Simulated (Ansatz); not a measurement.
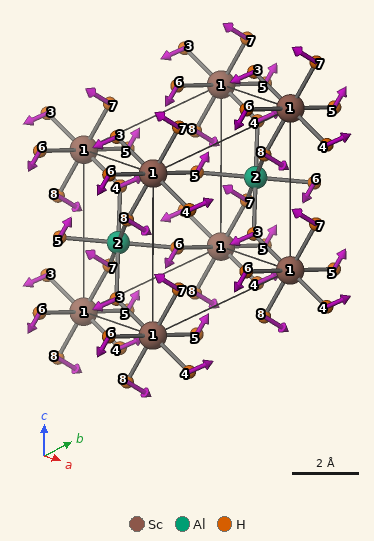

A relaxation of a crystal of ScAlH6 (built on the CuSnF6-2 type type). The starting structure is drawn; purple arrows show the displacements (the part carried along by the change of the cell is left out), at their true length.

A ball-and-stick model of the cell of the calculation, seen slightly off an axis.

Theory: Ansatz, DFT, PBEsol, plane waves, PAW.

The input:
```yaml
crystal:
  lattice:
    - [4.61912137, 0.0, 0.0]
    - [2.20583012, 4.1125164, 0.0]
    - [0.01862789, 2.5132733, 4.31815246]
  atoms:
    - { symbol: Sc, position: [0.0, 0.0, 0.0] }
    - { symbol: Al, position: [0.5, 0.0, 0.5] }
    - { symbol: H, position: [0.75478989, 0.85822676, 0.2459348] }
    - { symbol: H, position: [0.24521011, 0.14177324, 0.7540652] }
    - { symbol: H, position: [0.59266468, 0.5261187, 0.73620502] }
    - { symbol: H, position: [0.40733532, 0.4738813, 0.26379498] }
    - { symbol: H, position: [0.113017, 0.13086661, 0.24914201] }
    - { symbol: H, position: [0.886983, 0.86913339, 0.75085799] }
kpoints:
  mp_grid: { grid: [6, 6, 6] }
hamiltonian:
  xc: pbesol
scf:
  occupations: { method: fermi_dirac, width: 0.03 }
relax:
  f_tol: 0.01
  cell: {}
  max_steps: 120
output:
  write_density: true
  write_potential: true
  elf: true
  volumetric_format: npy
```

Run as
```bash
ansatz run input.yaml --threads 4 --pin off --max-ram 4608MiB --backend cpu --events-out ev --progress --plain --runs-dir out
```

### Atoms of which element are displaced furthest, and by how much?

Hydrogen: up to 1.05 Å, against 0.00 Å for scandium.

### Describe the change and its energy.

The energy falls by 204 meV per atom in 35 accepted moves (40 points after the start). The largest force component goes from 1.4 to 0.00068 eV/Å. Pressure: −0.52 GPa at the start and 0.01 GPa at the end. The line search rejected the trial steps at points 9, 17, 18 of the run. The SCF was repeated twice at an unchanged geometry on a basis and grid sized afresh for the cell, which shifted the energy by 0.9 meV per atom at most. The largest moves relative to the cell, 1.05 Å, are those of H7 and H8. H7 goes along [1 −2 2]. Sc and Al stay in place. Cell: a 4.619 → 5.062 Å (+9.6 %), b 4.667 → 3.865 Å (−17.2 %), c 4.996 → 3.865 Å (−22.6 %), α 63.6° → 81.8°, β 89.8° → 77.5°, γ 61.8° → 49.1°. Volume −32.0 %. Among the contacts that change: Sc1–H3 4.349 → 2.144 Å, Sc1–H7 3.601 → 2.142 Å, Sc1–H5 3.312 → 2.141 Å, Sc1–Al2 3.396 → 2.832 Å. New bonds form, among them: Sc1–H3 (4.35 → 2.14 Å), Sc1–H4 (4.35 → 2.14 Å), Sc1–H5 (3.31 → 2.14 Å), Sc1–H6 (3.31 → 2.14 Å). Bond angles that change, for instance: Sc1–H4–Al2 137.5° → 93.5°, H5–Sc1–H7 91.1° → 119.2°, H5–Sc1–H8 88.9° → 60.8°. The space group (tolerance 0.01 Å) goes from P-1 (No. 2) to R-3 (No. 148). Cost: 110 s on 4 threads of Arm Neoverse V1 (shared host), peak memory 0.5 GiB.
